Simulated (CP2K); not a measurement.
# GFN0-xTB run of AlPH6 (SMILES [AlH3-][PH3+])

What is the energy change on altering one bond length of AlPH6 at GFN0-xTB? 

The results are computed with CP2K 2026.2.

2 further runs of the same task are left out: 2 set aside as unsound or not needed.

## (1) The system as given

AlPH6 has 8 atoms, charge 0, and is taken as a singlet. As SMILES, `[AlH3-][PH3+]`. The shape comes from GFN2-xTB, which is rough for such elements, and wasn't checked as a minimum.

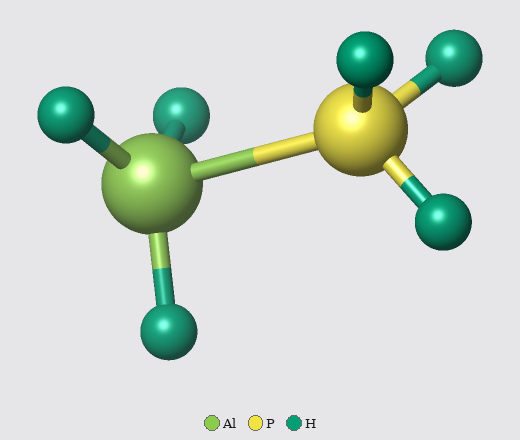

The structure, seen from a chosen angle (aluminium green, phosphorus yellow, hydrogen teal).

## (2) Energy and forces at GFN0-xTB

The input, molecule.inp:

```
&FORCE_EVAL
  METHOD QS
  &DFT
    CHARGE 0
    MULTIPLICITY 1
    &QS
      METHOD XTB
      EPS_DEFAULT 1.0E-10
      &XTB
        GFN_TYPE 0
        CHECK_ATOMIC_CHARGES F
      &END XTB
    &END QS
    &POISSON
      PERIODIC NONE
      POISSON_SOLVER ANALYTIC
    &END POISSON
    ! SCF settings
    &SCF
      SCF_GUESS ATOMIC
      EPS_SCF 1.0E-07
      MAX_SCF 150
      ADDED_MOS 8
      &DIAGONALIZATION
        ALGORITHM STANDARD
      &END DIAGONALIZATION
      &MIXING
        METHOD DIRECT_P_MIXING
        ALPHA 0.4
      &END MIXING
      &SMEAR ON
        METHOD FERMI_DIRAC
        ELECTRONIC_TEMPERATURE [K] 300
      &END SMEAR
    &END SCF
    &PRINT
      &MOMENTS
        PERIODIC F
        REFERENCE COM
        MAX_MOMENT 1
      &END MOMENTS
      &MO ON
        ENERGIES T
        OCCUPATION_NUMBERS T
        NDIGITS 6
        &EACH
          QS_SCF 0
        &END EACH
        ADD_LAST NUMERIC
      &END MO
      &HIRSHFELD OFF
      &END HIRSHFELD
    &END PRINT
  &END DFT
  &SUBSYS
    ! vacuum box
    &CELL
      ABC [angstrom] 19.4 18.7 20
      PERIODIC NONE
    &END CELL
    &COORD
      Al    -0.494910     0.176720    -1.383090
      P      0.354350    -0.131300     0.980840
      H      0.479950    -0.854750    -2.049390
      H     -1.971260    -0.256910    -1.077990
      H     -0.159530     1.706380    -1.471330
      H      0.878810     0.923450     1.704510
      H      1.384890    -0.998040     1.296750
      H     -0.472280    -0.565540     1.999720
    &END COORD
    &TOPOLOGY
      &CENTER_COORDINATES
      &END CENTER_COORDINATES
    &END TOPOLOGY
  &END SUBSYS
  ! extra output
  &PRINT
    &FORCES ON
    &END FORCES
  &END PRINT
&END FORCE_EVAL

&GLOBAL
  PROJECT_NAME molecule
  RUN_TYPE ENERGY_FORCE
  PRINT_LEVEL MEDIUM
&END GLOBAL
```

On the command line:

```
$ OMP_NUM_THREADS=1 cp2k.psmp molecule.inp > molecule.out
```

The log of the run:

```text
CP2K| version string:                                       CP2K version 2026.2
[...]
 GLOBAL| Method name                                                        CP2K
[...]
 GLOBAL| Run type                                                   ENERGY_FORCE
[...]
                             - Atoms:                                          8
[...]
                             - Spherical basis functions:                     30
[...]
 Number of electrons:                                                         14
[...]
  Fermi energy:                                                -0.26316582631914
[...]
 TB_DIPOLE| Moment [Debye]          1.54083344      -0.57418347       4.25873868
 TB_DIPOLE| Derivative [a.u.]       0.00000000       0.00000000       0.00000000
[...]
 ENERGY| Total FORCE_EVAL ( QS ) energy [hartree]             -7.262725648736051
 FORCES| Atomic forces [hartree/bohr]
 FORCES|   Atom     x               y               z               |f|
 FORCES|      1  8.47968115E-03 -3.03457534E-03  2.38892929E-02   2.55306082E-02
 FORCES|      2 -2.26208006E-03  9.51084555E-04 -7.73406734E-03   8.11402278E-03
 FORCES|      3 -9.31780331E-03  8.51368019E-03 -2.04852898E-04   1.26232394E-02
 FORCES|      4  9.33316704E-03  3.97152519E-03 -7.69184762E-03   1.27297109E-02
 FORCES|      5 -4.45371069E-03 -1.09085525E-02 -4.70859511E-03   1.26886927E-02
 FORCES|      6 -7.13778998E-04 -2.41860366E-04 -1.14759564E-03   1.37293578E-03
 FORCES|      7 -1.11229988E-03  4.93620845E-04 -1.23982522E-03   1.73725046E-03
 FORCES|      8  4.68247380E-05  2.55077375E-04 -1.16250910E-03   1.19108540E-03
 FORCES| Sum    -4.07388966E-17  4.43980790E-17  5.59448321E-17
 FORCES| Total atomic force                                       8.22233018E-17
[...]
```

Wall time 0.97 s (1 thread of Intel Xeon Platinum 8488C (Sapphire Rapids), shared host); peak memory 0.18 GiB.

## (3) The distorted shape, same level

The input, job.inp:

```
&GLOBAL
  PROJECT_NAME job
  RUN_TYPE ENERGY_FORCE
  PRINT_LEVEL MEDIUM
&END GLOBAL

&FORCE_EVAL
  METHOD QUICKSTEP
  &DFT
    CHARGE 0
    MULTIPLICITY 1
    ! Quickstep
    &QS
      METHOD XTB
      EPS_DEFAULT 1.0E-10
      &XTB
        GFN_TYPE 0
        CHECK_ATOMIC_CHARGES F
      &END XTB
    &END QS
    &POISSON
      PERIODIC NONE
      POISSON_SOLVER ANALYTIC
    &END POISSON
    ! self-consistent field
    &SCF
      SCF_GUESS ATOMIC
      EPS_SCF 1.0E-07
      MAX_SCF 150
      ADDED_MOS 8
      &DIAGONALIZATION
        ALGORITHM STANDARD
      &END DIAGONALIZATION
      &MIXING
        METHOD DIRECT_P_MIXING
        ALPHA 0.4
      &END MIXING
      &SMEAR ON
        METHOD FERMI_DIRAC
        ELECTRONIC_TEMPERATURE [K] 300
      &END SMEAR
    &END SCF
    &PRINT
      &MOMENTS
        PERIODIC F
        REFERENCE COM
        MAX_MOMENT 1
      &END MOMENTS
      &MO ON
        ENERGIES T
        OCCUPATION_NUMBERS T
        NDIGITS 6
        &EACH
          QS_SCF 0
        &END EACH
        ADD_LAST NUMERIC
      &END MO
      &HIRSHFELD OFF
      &END HIRSHFELD
    &END PRINT
  &END DFT
  &SUBSYS
    ! vacuum box
    &CELL
      ABC [angstrom] 19.4 20.2 20
      PERIODIC NONE
    &END CELL
    &COORD
      Al    -0.830299    -1.352981    -1.294848
      P      0.018961    -1.661001     1.069082
      H      0.144561    -2.384451    -1.961148
      H     -2.306649    -1.786611    -0.989748
      H     -0.159530     1.706380    -1.471330
      H      0.543421    -0.606251     1.792752
      H      1.049501    -2.527741     1.384992
      H     -0.807669    -2.095241     2.087962
    &END COORD
    &TOPOLOGY
      &CENTER_COORDINATES
      &END CENTER_COORDINATES
    &END TOPOLOGY
  &END SUBSYS
  ! extra output
  &PRINT
    &FORCES ON
    &END FORCES
  &END PRINT
&END FORCE_EVAL
```

On the command line:

```
$ OMP_NUM_THREADS=1 cp2k.psmp -i job.inp -o job.out
```

The log of the run:

```text
CP2K| version string:                                       CP2K version 2026.2
[...]
 GLOBAL| Method name                                                        CP2K
[...]
 GLOBAL| Run type                                                   ENERGY_FORCE
[...]
 GENERATE| WARNING:: No connections detected for Hydrogen - Atom Nr:         5 !
 GENERATE|  Preliminary Number of Bonds generated:                             0
 GENERATE|  Achieved consistency in connectivity generation.
[...]
                             - Atoms:                                          8
[...]
                             - Spherical basis functions:                     30
[...]
 Number of electrons:                                                         14
[...]
  Fermi energy:                                                -0.34222381256287
[...]
 TB_DIPOLE| Moment [Debye]         -0.13956691      -9.22173400       5.31576623
 TB_DIPOLE| Derivative [a.u.]       0.00000000       0.00000000       0.00000000
[...]
 ENERGY| Total FORCE_EVAL ( QS ) energy [hartree]             -7.150785422416763
 FORCES| Atomic forces [hartree/bohr]
 FORCES|   Atom     x               y               z               |f|
 FORCES|      1  1.04872498E-02  2.64485828E-03  2.55060310E-02   2.77044274E-02
 FORCES|      2 -1.49002443E-03  6.10163228E-03 -8.93479566E-03   1.09215687E-02
 FORCES|      3 -8.81823910E-03  1.13890881E-02 -1.58000289E-03   1.44903098E-02
 FORCES|      4  9.28568591E-03  7.02666247E-03 -8.84536959E-03   1.46232182E-02
 FORCES|      5 -6.43839154E-03 -2.80076848E-02  8.55361879E-04   2.87509119E-02
 FORCES|      6 -5.71823389E-04 -3.72086386E-04 -6.90354587E-04   9.70577005E-04
 FORCES|      7 -1.19817164E-03  5.94075102E-04 -3.40132565E-03   3.65479913E-03
 FORCES|      8 -1.25628560E-03  6.23454944E-04 -2.90954446E-03   3.22992237E-03
 FORCES| Sum    -2.36356074E-17  1.73472348E-18 -1.17093835E-17
 FORCES| Total atomic force                                       2.64340852E-17
[...]
```

Wall time 0.95 s (1 thread of Intel Xeon Platinum 8488C (Sapphire Rapids), shared host); peak memory 0.19 GiB.

## (4) Outcome

Level: GFN0-xTB.

| quantity | value |
| --- | --- |
| first shape: total energy | -7.26273 Eh |
| first shape: dipole moment (from atomic charges alone) | 4.57 D |
| first shape: HOMO energy | -12.19 eV |
| first shape: LUMO energy | -6.24 eV |
| first shape: HOMO–LUMO gap | 5.95 eV |
| first shape: dispersion energy | -4.75 kJ/mol |
| first shape: largest force on an atom | 1.313 eV/Å |
| distorted shape: total energy | -7.15079 Eh |
| distorted shape: dipole moment (from atomic charges alone) | 10.65 D |
| distorted shape: HOMO energy | -12.19 eV |
| distorted shape: LUMO energy | -8.40 eV |
| distorted shape: HOMO–LUMO gap | 3.79 eV |
| distorted shape: dispersion energy | -4.78 kJ/mol |
| distorted shape: largest force on an atom | 1.478 eV/Å |
| energy change with the Al1–H5 bond stretched from 1.568 to 3.137 Å | 3.046 eV |

**Reading.** One bond (distorted shape) is far stretched, which a spin-restricted single reference describes badly. With the Al1–H5 bond stretched from 1.568 to 3.137 Å the energy rises by 3.05 eV (294 kJ/mol). The first shape isn't relaxed at this level, so the change isn't measured from a minimum. A restricted reference can't describe the breaking bond well at this length. The largest force (first shape) is 1.31 eV/Å: the shape isn't a stationary point for this species at this level. The dipole (first shape) comes from point charges on the atoms alone, without atomic dipoles, so it is partial. The dipole (distorted shape) comes from point charges on the atoms alone, without atomic dipoles, so it is partial.
